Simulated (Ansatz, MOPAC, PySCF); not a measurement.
HF (SMILES F) and PH3 (SMILES P) are pulled apart as rigid monomers along the line of their centres of mass, from the B3LYP-D3(BJ)/def2-TZVP minimum. Starting geometry (charge 0, multiplicity 1):
```xyz
6

F     -1.44370    -0.22895    -0.24385
H     -0.94647    -0.05063     0.53323
P      0.26436     0.38574     2.42694
H     -0.05296    -0.23232     3.65770
H      1.64993     0.11417     2.48951
H      0.35688     1.69532     2.95027
```

Interaction energies with rigid monomers; basis-set methods are counterpoise corrected unless marked otherwise.

Correlated levels freeze the cores. Rows in 6-31G* carry no dispersion term and start afresh at each structure (6-31G* with six Cartesian d functions). The state that AM1 reach isn't checked.

Run with Ansatz (a quantum-chemistry and plane-wave program); MOPAC for AM1 (differences of heats of formation); PySCF for 6-31G* rows, the dispersion terms. Each number belongs to the level named beside it.

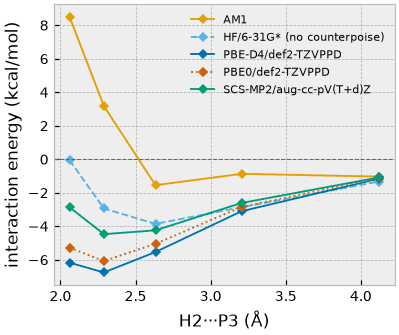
Fig. 1. Interaction energy against separation

**Question.** Which level binds most strongly at H2···P3 = 2.29, and by how much?

**Answer.** PBE-D4/def2-TZVPPD, -6.8 kcal/mol.
